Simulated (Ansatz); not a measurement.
Ligand exchange: CH2BrF + GaH2(CH3) → C2H5F + GaH2Br

Species: CH2BrF `FCBr`, singlet; GaH2(CH3), singlet; C2H5F `CCF`, singlet; GaH2Br `[GaH2][Br]`, singlet. The partners trade Br for CH3: C–Br and Ga–CH3 bonds give way to C–CH3 and Ga–Br.

Shapes, held fixed at every level: PBE0-D4/def2-TZVP. Programs: Ansatz 0.2.0. Electronic energies: no zero-point or thermal term.

| level | kind | ΔE (kJ/mol) | less CCSD(T)/def2-TZVPP | CPU time (sum over the molecules) |
| --- | --- | --- | --- | --- |
| HF/def2-SVP | Hartree–Fock | -216.0 | -39.5 | – |
| PBE-D4/def2-TZVPP | GGA | -167.4 | +9.1 | 10 s |
| r2SCAN-D4/def2-TZVPP | meta-GGA | -177.5 | -1.0 | 19 s |
| B3LYP-D4/def2-TZVPP | global hybrid | -176.7 | -0.2 | 14 s |
| wB97X-V/def2-TZVPP | range-separated hybrid | -179.1 | -2.6 | 31 s |
| CCSD(T)/def2-SVP | coupled cluster or CI | -197.5 | -21.0 | 9 s |
| CCSD(T)/def2-TZVPP | coupled cluster or CI | -176.5 | 0.0 | 82 s |

The highest level, CCSD(T)/def2-TZVPP, gives ΔE = -176.5 kJ/mol; the levels span -216.0 to -167.4. The column of differences is taken from that level and isn't an error. No measured value is set beside it here. Relativity is left out for Br, Ga. Outer-core shells of Br, Ga are correlated in most correlated rows, in sets that cover them unevenly. Times are processor times on shared x86 and Arm servers, and rough.

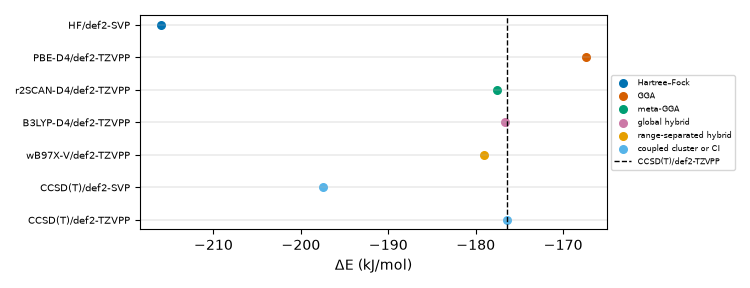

The values of the table, level by level.
